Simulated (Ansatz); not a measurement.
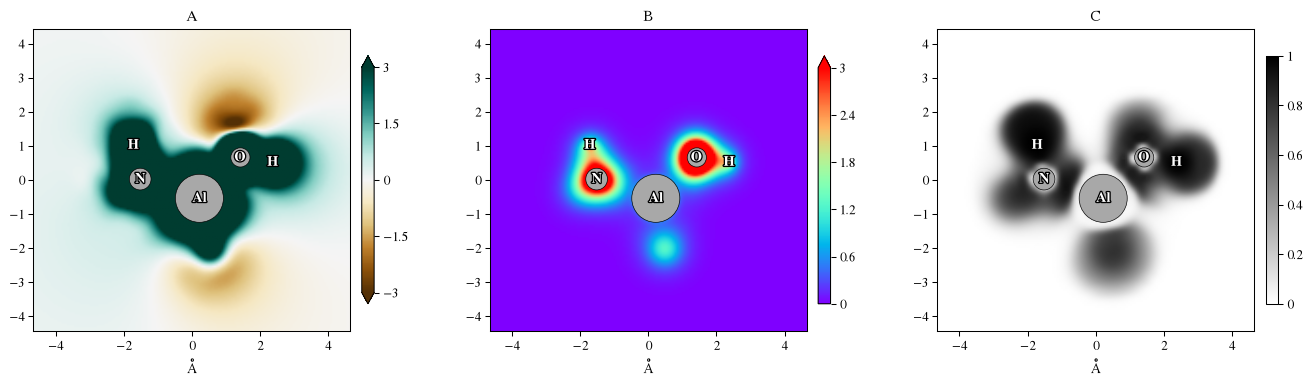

AlFH5NO2: 3 fields on the plane of atoms Al1, N3 and H5, with unlabelled colour scales. Grey discs cover the atomic cores.

Level of theory: RKS r2SCANh/def2-SVP in Ansatz 0.2.0.

> The panels show electron density, electron localisation function and electrostatic potential in some order. Assign them.

Panel A: electrostatic potential (strongly positive close to the atoms, with negative regions outside electron-rich atoms). Panel B: electron density. Panel C: electron localisation function. From the grid: Al–O (1.70 Å): ρ at the midpoint is about 0.84 e/Å³; the ELF peaks at about 0.90 in the valence shell of O, 0.6 Å from its nucleus, and is about 0.40 at the midpoint. Al–N (1.83 Å): the density is about 0.77 e/Å³ at the midpoint; the ELF peaks at about 0.95 in the valence shell of N, 0.7 Å from its nucleus, and is about 0.60 at the midpoint.
